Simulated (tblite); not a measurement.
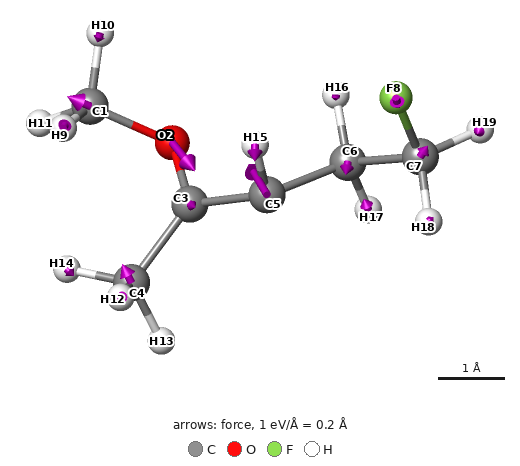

Starting geometry of C6H11FO (charge +1, multiplicity 2) with the computed forces as purple arrows. The picture is a ball-and-stick view, seen at a tilt.

All numbers below come from tblite, GFN2-xTB geometry optimisation, gas phase. 

Question: Is this structure relaxed? If not, where do the atoms go?

Answer: It isn't relaxed: the largest force vector, on C5, is 4.48 eV/Å. The final displacements have little in common with the starting forces (cosine between the two patterns 0.19). H15 moves most after the best rigid fit: 2.87 Å. By element the largest moves are H 2.87 Å, F 1.35 Å, C 1.12 Å, O 0.76 Å. Among the contacts that change: C3–C5 1.486 → 1.397 Å, O2–C3 1.390 → 1.306 Å, C5–C6 1.519 → 1.465 Å, C7–F8 1.408 → 1.359 Å. Bond angles that change, for instance: C1–O2–C3 107.8° → 122.0°, C6–C5–H15 105.3° → 119.0°, C3–C5–C6 111.5° → 122.6°. Groups turn about C3–C4 by about 75°, O2–C3 by about 60°, C1–O2 by about 50°. After 186 geometry steps the energy has fallen by 60.9 kcal/mol. The run took 1.9 s on 1 thread of Arm Neoverse N1, with other jobs on the host.
